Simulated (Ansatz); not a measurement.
```yaml
atoms:
  - { symbol: B, position_ang: [-0.8216, 1.7454, 0.3402] }
  - { symbol: Ga, position_ang: [-0.2649, -0.1489, -0.3405] }
  - { symbol: B, position_ang: [1.2010, -1.5776, 0.0743] }
  - { symbol: F, position_ang: [-1.3600, -0.7084, -1.6560] }
  - { symbol: H, position_ang: [-0.3685, 2.7612, -0.1560] }
  - { symbol: H, position_ang: [-1.6006, 1.8893, 1.2654] }
  - { symbol: H, position_ang: [2.2757, -1.5761, -0.4986] }
  - { symbol: H, position_ang: [1.0310, -2.4420, 0.9154] }
```

The calculation used Ansatz, RKS PBE-D4/def2-SVP.

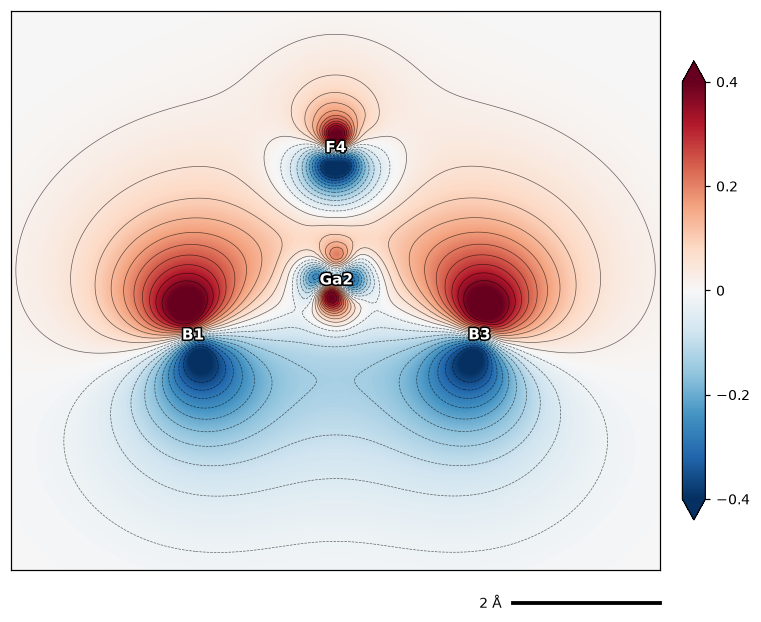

B2FGaH4 (SMILES [BH2][Ga]([BH2])[F]). One frontier orbital on the plane of atoms B1, Ga2 and B3 (values in Å⁻³ᐟ²; the overall sign is arbitrary).

### Which orbital is it: HOMO or LUMO?

The LUMO, at −3.82 eV. It lies mainly on B1 (about 35 %), B3 (about 35 %) and Ga2 (about 20 %).
